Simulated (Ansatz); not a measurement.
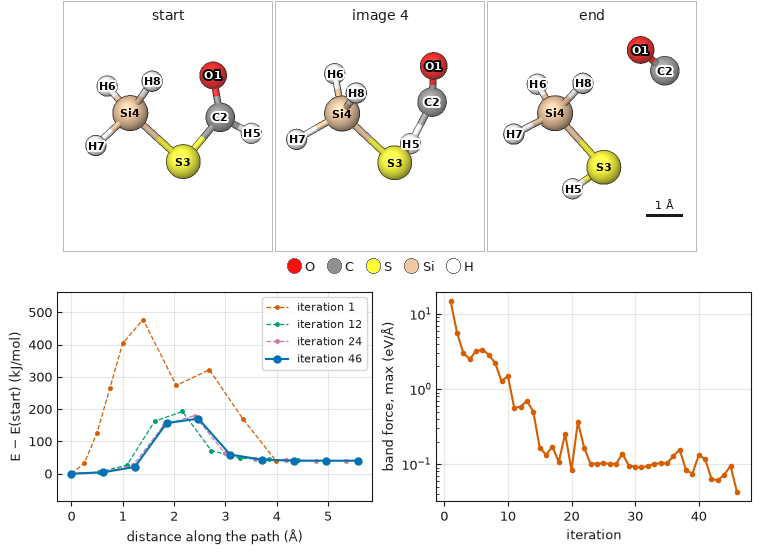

A search for the minimum-energy path of CH4OSSi by the nudged elastic band. Images are numbered from 0 (start) to 9 (end). The plot follows the band through its iterations. A ball-and-stick model, seen at a tilt.

Theory: RKS B3LYP-D4/def2-SVP (Ansatz 0.2.0). Settings: 8 movable images; no climbing image; force threshold 0.05 eV/Å; iteration limit 60; starting path through a guess of the saddle point.

Judge this run.

The run is converged, with reservations. The band converged in 46 iterations. The largest component of the band force went from 15 to 0.043 eV/Å. No image climbed, so the highest image needn't lie on the saddle point, and the true maximum along this path can be higher. The first iteration put the highest image at 477.7 kJ/mol. The highest point, image 4, lies 170.6 kJ/mol above the start and 130.3 kJ/mol above the end; the end is at +40.3 kJ/mol relative to the start.
